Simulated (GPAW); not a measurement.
# C/Ag(110): work function by functional and basis, part 3 of 3

Wanted: work functions and dipole of C/Ag(110), with the cost of each level.

GPAW 26.7.0; GPAW, PAW setups; slab in vacuum, relaxation (the session's first sound run).

So far, upper work function (eV): step 2 (relaxation, PBE, GPAW) 5.32; step 6 (self-consistent run: xc = "vdW-DF2", GPAW, PAW setups, GPAW) 5.68; step 7 (self-consistent run: xc = "LDA") 5.71; step 8 (self-consistent run: xc = "revPBE") 5.17; step 9 (real-space grid: mode = "fd", PBE, GPAW) 5.32.

## Step 10: Atomic orbitals: mode = "lcao"

Atom-centred orbitals end a few angstrom from the surface, which tests how much the density's tail matters.

The input, run.py:

```python
import json
import numpy as np
from ase import Atoms
from gpaw import GPAW

slab = Atoms(
    ['Ag', 'Ag', 'Ag', 'Ag', 'Ag', 'C'],
    positions=[
        [0.00000, 0.00000, 8.00000],
        [2.04500, 1.44603, 9.44603],
        [0.00000, 0.00000, 10.94758],
        [2.04500, 1.44603, 12.42156],
        [-0.00000, 0.00000, 14.45885],
        [2.04500, 1.44603, 14.52055]],
    cell=[[4.09, 0.0, 0.0], [0.0, 2.89207, 0.0], [0.0, 0.0, 22.28413]],
    pbc=[True, True, False])

slab.calc = GPAW(mode='lcao', basis='dzp', h=0.18, xc='PBE', kpts={'size': (8, 11, 1), 'gamma': True},
                 occupations={'name': 'fermi-dirac', 'width': 0.1}, nbands='120%',
                 convergence={'density': 1e-05}, maxiter=200,
                 poissonsolver={'dipolelayer': 'xy'},
                 symmetry={'tolerance': 1e-3}, txt='slab.txt')
result = {}
energy = slab.get_potential_energy()
fermi = slab.calc.get_fermi_level()
v = slab.calc.get_electrostatic_potential().mean((0, 1)) - fermi
n = slab.calc.get_pseudo_density().mean((0, 1))
L = slab.cell[2, 2]
z = np.arange(len(v)) * L / len(v)
low, high = slab.positions[:, 2].min(), slab.positions[:, 2].max()
below, above = np.interp([low - 5.8, high + 5.8], z, v)
slopes = [np.interp(x, z, np.gradient(v, z)) for x in (low - 5.8, high + 5.8)]
eps = np.array([[slab.calc.get_eigenvalues(k, s) for k in range(len(slab.calc.get_ibz_k_points()))]
                for s in range(slab.calc.get_number_of_spins())]) - fermi
top, bottom = eps[eps < 0].max(), eps[eps > 0].min()
dipole = slab.get_dipole_moment()[2]
print(f'energy {energy:.4f} eV, Fermi level {fermi:.4f} eV, dipole {dipole:.5f} e A')
print(f'potential 5.8 A off the faces, from the Fermi level: lower {below:.4f} eV, upper {above:.4f} eV')
print(f'slope of the potential there: lower {slopes[0]:.5f}, upper {slopes[1]:.5f} eV/A')
print(f'nearest levels on the mesh: {top:.4f} and {bottom:.4f} eV')
print('magnetic moment', round(slab.get_magnetic_moment(), 3))
result.update(energy=energy, fermi=fermi, dipole=dipole, below=below, above=above, slopes=slopes, edges=[top, bottom],
              z=z.tolist(), v=v.tolist(), n=n.tolist(), positions=slab.positions.tolist(),
              forces=slab.get_forces(apply_constraint=False).tolist(), moments=slab.get_magnetic_moments().tolist())
json.dump(result, open('result.json', 'w'))
```

Run with:

```
> OMP_NUM_THREADS=1 OPENBLAS_NUM_THREADS=1 python run.py
```

What it wrote:

```text
energy -16.0542 eV, Fermi level -4.7949 eV, dipole -0.07364 e A
potential 5.8 A off the faces, from the Fermi level: lower 4.2316 eV, upper 5.3581 eV
slope of the potential there: lower -0.00001, upper 0.00001 eV/A
nearest levels on the mesh: -0.0301 and 0.0386 eV
magnetic moment 0.0
```

It took 21 min on 1 thread of Arm Neoverse V2, shared host; peak memory 0.53 GiB.

This step gave:

- dipole along the normal: -0.07364 e·Å
- levels nearest the Fermi level on the mesh: -0.03012, 0.03856 eV from the Fermi level
- upper work function: 5.358 eV
- lower work function: 4.232 eV

The upper face's work function is 5.358 eV, against 5.321 eV in the first plane-wave PBE run at this geometry.

## Step 11: The ladder

Times are for 1 thread of Arm Neoverse V2, shared host. Results by setting:

| no. | run | upper work function (eV) | lower work function (eV) | time | memory (GiB) |
| --- | --- | --- | --- | --- | --- |
| 1 | pw | 5.321 | 4.269 | 5.3 min | 0.49 |
| 2 | RPBE | 5.148 | 4.074 | 5.3 min | 0.49 |
| 3 | optPBE vdW | 5.500 | 4.454 | 5.4 min | 0.71 |
| 4 | vdW DF2 | 5.679 | 4.693 | 5.4 min | 0.71 |
| 5 | LDA | 5.713 | 4.679 | 5.5 min | 0.49 |
| 6 | revPBE | 5.166 | 4.096 | 5.3 min | 0.49 |
| 7 | fd | 5.322 | 4.269 | 22 min | 2.3 |
| 8 | lcao | 5.358 | 4.232 | 21 min | 0.53 |

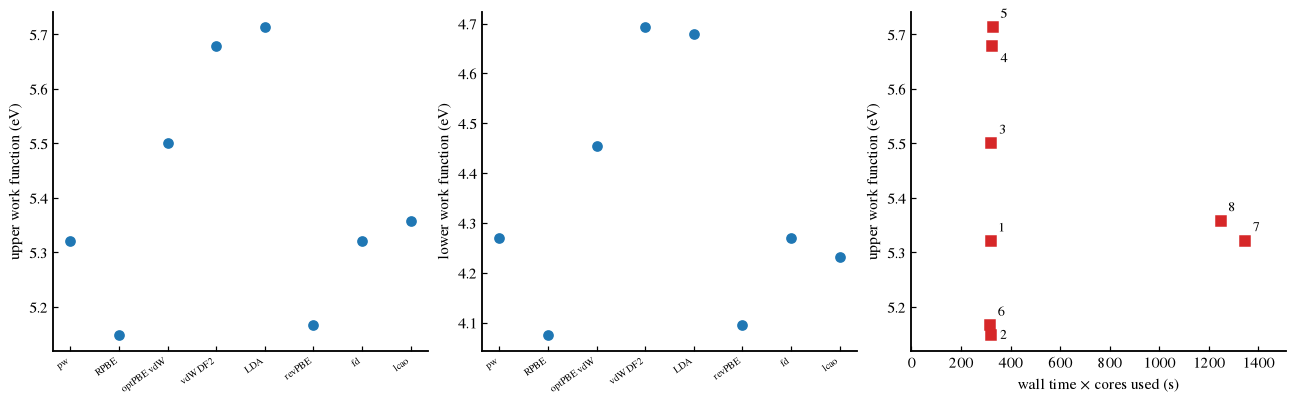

The series as plots; the last panel sets the first result against cost, with the runs numbered as in the table.

## Step 12: Side by side

Results and costs are gathered.

This step: comparison of work functions, dipole and cost (GPAW 26.7.0).

Ladder, by row:

| step | code | work function, upper (eV) | work function, lower (eV) | dipole (e Å) | wall time (s) | peak memory (GiB) | threads |
| --- | --- | --- | --- | --- | --- | --- | --- |
| pw | GPAW | 5.321 | 4.269 | -0.06866 | 319.6 | 0.49 | 1 |
| RPBE | GPAW | 5.148 | 4.074 | -0.07007 | 319.5 | 0.49 | 1 |
| optPBE-vdW | GPAW | 5.5 | 4.454 | -0.06828 | 322.3 | 0.71 | 1 |
| vdW-DF2 | GPAW | 5.679 | 4.693 | -0.06438 | 326.4 | 0.71 | 1 |
| LDA | GPAW | 5.713 | 4.679 | -0.0675 | 328.8 | 0.49 | 1 |
| revPBE | GPAW | 5.166 | 4.096 | -0.06987 | 316.4 | 0.49 | 1 |
| fd | GPAW | 5.322 | 4.269 | -0.06877 | 1348 | 2.26 | 1 |
| lcao | GPAW | 5.358 | 4.232 | -0.07364 | 1248 | 0.53 | 1 |

## Step 13: A changed run

One more run, with changed settings.

This step: GPAW, PAW setups; slab in vacuum (GPAW 26.7.0).

run.py: that of step 10 with these lines changed.

```diff
@@ -3,3 +3,3 @@
 from ase import Atoms
-from gpaw import GPAW
+from gpaw import GPAW, PW
 
@@ -17,5 +17,5 @@
 
-slab.calc = GPAW(mode='lcao', basis='dzp', h=0.18, xc='PBE', kpts={'size': (8, 11, 1), 'gamma': True},
-                 occupations={'name': 'fermi-dirac', 'width': 0.1}, nbands='120%',
-                 convergence={'density': 1e-05}, maxiter=200,
+slab.calc = GPAW(mode=PW(500), xc='PBE', kpts={'size': (8, 11, 1), 'gamma': True},
+                 occupations={'name': 'fermi-dirac', 'width': 0.1}, nbands='160%',
+                 convergence={'density': 1e-05}, maxiter=100,
                  poissonsolver={'dipolelayer': 'xy'},
@@ -30,4 +30,4 @@
 low, high = slab.positions[:, 2].min(), slab.positions[:, 2].max()
-below, above = np.interp([low - 5.8, high + 5.8], z, v)
-slopes = [np.interp(x, z, np.gradient(v, z)) for x in (low - 5.8, high + 5.8)]
+below, above = np.interp([low - 1.0, high + 1.0], z, v)
+slopes = [np.interp(x, z, np.gradient(v, z)) for x in (low - 1.0, high + 1.0)]
 eps = np.array([[slab.calc.get_eigenvalues(k, s) for k in range(len(slab.calc.get_ibz_k_points()))]
@@ -37,3 +37,3 @@
 print(f'energy {energy:.4f} eV, Fermi level {fermi:.4f} eV, dipole {dipole:.5f} e A')
-print(f'potential 5.8 A off the faces, from the Fermi level: lower {below:.4f} eV, upper {above:.4f} eV')
+print(f'potential 1.0 A off the faces, from the Fermi level: lower {below:.4f} eV, upper {above:.4f} eV')
 print(f'slope of the potential there: lower {slopes[0]:.5f}, upper {slopes[1]:.5f} eV/A')
```

What it wrote:

```text
energy -17.7873 eV, Fermi level -0.1930 eV, dipole -0.06866 e A
potential 1.0 A off the faces, from the Fermi level: lower 2.1173 eV, upper 2.9634 eV
slope of the potential there: lower -5.93725, upper 7.15451 eV/A
nearest levels on the mesh: -0.0340 and 0.0339 eV
magnetic moment 0.0
```

Wall time 5.3 min (1 thread); peak memory 0.49 GiB.

The run finished. A setting was moved off its sound value on purpose, so it serves as a test and not as the result.

The fault put into the input: the potential probed 1 A off the face (probe = 1.0).

## Step 14: What came out

- work function, upper and lower face: 5.321 and 4.269 eV
- dipole along the normal: -0.0687 e Å

In words: With plane waves and PBE the work function is 5.32 eV on the upper face and 4.27 eV on the lower. The two faces differ by 1.1 eV, the step that the slab's dipole makes (e p/(ε0 A) gives 1.1 eV), so the dipole layer is needed. Over the sound runs of the table the upper face's work function spans 5.148 (RPBE) to 5.713 eV (LDA). The cell of 11.8 Å² holds one C, started on one chosen site; other sites and coverages weren't tried. The in-plane lattice was kept as typed, which isn't the functional's own and leaves some strain; spin-orbit coupling and temperature are left out.

[Logs are printed without paths, hosts, clocks, repeated set-up lines and the standing remarks that a program may print on its own settings, such as how far it seeks lower states.]

[Hosts, paths, dates, database ids (printed as entryN), source tags and the programs' standing remarks are cut or masked in the printed files.]
